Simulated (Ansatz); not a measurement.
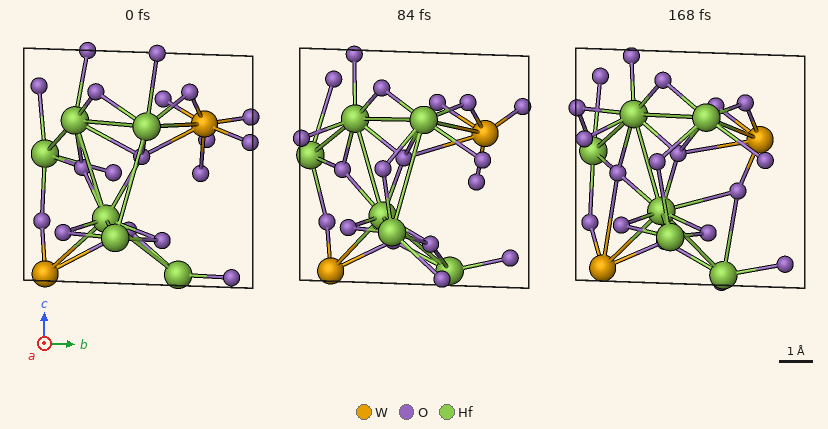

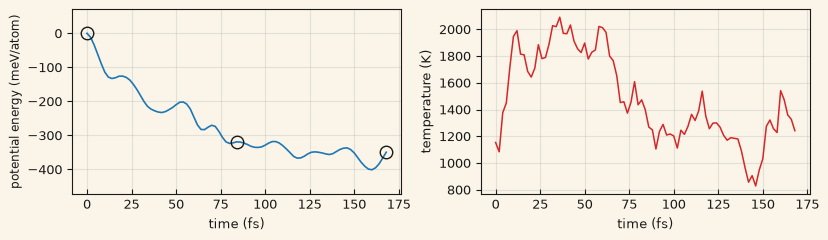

Molecular dynamics of an amorphous cell of composition Hf₃WO₉ (26 atoms in the cell), 168 fs long. It starts from the last geometry of an earlier run, with fresh velocities. Frames and the history of the run. Style: ball-and-stick. Shown: the simulation cell, along the a axis. Atoms that leave the cell re-enter on the other side. Bonds to atoms that aren't drawn are left out.

Method: Ansatz, DFT PBE, scalar-relativistic, plane waves, PAW. Set-up: plane-wave cutoff 420 eV; k-point mesh 1 × 1 × 1; Fermi-Dirac smearing 0.103 eV; volume 1.05 times that of the relaxed crystal; set temperature 1200 K; time step 2 fs.

Question: What do the frames and curves show?

Answer: The mean temperature in the second half is 1225 K (standard deviation 157 K). The potential energy is still drifting at the end, so the run hasn't reached equilibrium. The potential energy in the second half lies on average 349 meV per atom below the first frame. The mean pressure there is 3.8 GPa. Root-mean-square distances from the starting positions over the second half, with the common drift of all atoms taken out: O 0.52 Å, W 0.39 Å, Hf 0.29 Å. The run lasts only 168 fs, too short to tell vibration from diffusion.

Limits of the set-up: the periodic images lie only 7.0 Å apart, so the values are limited by the cell's size.

Cost: 3.5 min on 2 threads of Intel(R) Xeon(R) Platinum 8259CL CPU @ 2.50GHz (Skylake/Cascade Lake), on a shared host, peak memory 0.58 GiB.
